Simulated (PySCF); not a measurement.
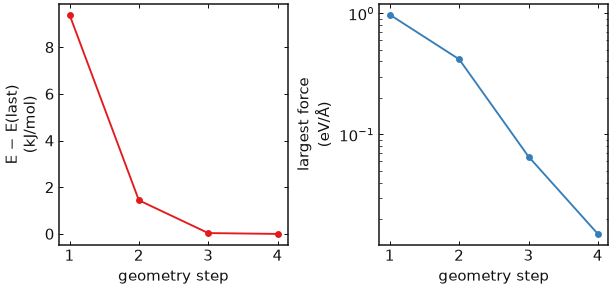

History of a geometry optimisation.

- system: cyclobutane (SMILES C1CCC1)
- method: PBE0-D3(BJ)/def2-SVP, geometry optimisation (PySCF)

Q: How did the optimisation end?

A: The optimisation met its thresholds at geometry 4, counting the start as the first. The energy fell by about 9.4 kJ/mol from the first step to the last. The largest force goes from about 0.97 eV/Å at the start to 0.015 eV/Å at the end.
